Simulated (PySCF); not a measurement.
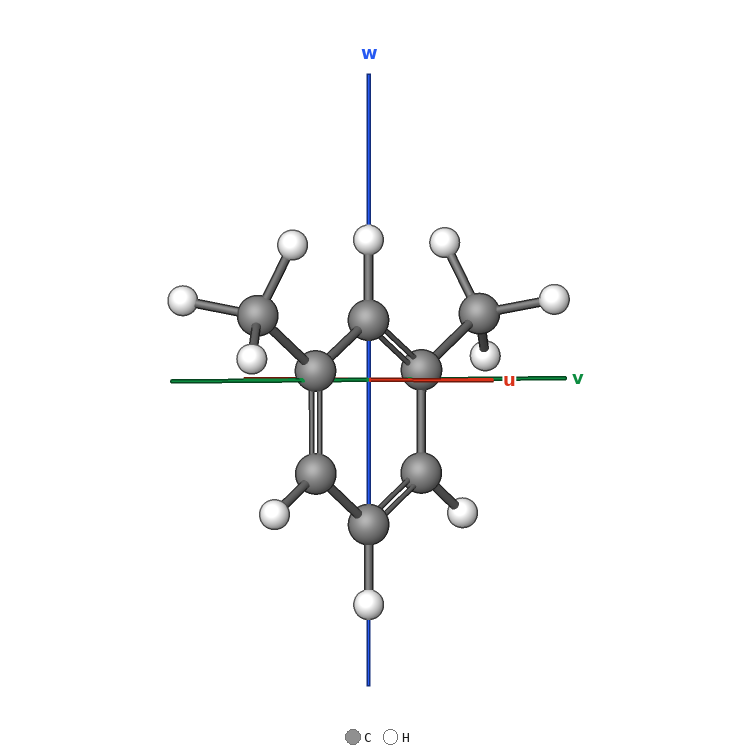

The lines u, v and w are the principal axes of the static dipole polarisability. The geometry was computed by an optimisation with GFN2-xTB. No frequency run is at hand to confirm it as a minimum. Level of theory: PBE0/def2-SVPD (PySCF 2.14.0).

### Along which axis is the molecule most polarisable, and along which least?

Most along v, least along u.

### Give the three principal values.

u 59.7, v 115.9, w 101.1 bohr³; mean 92.2, anisotropy 50.5 bohr³.
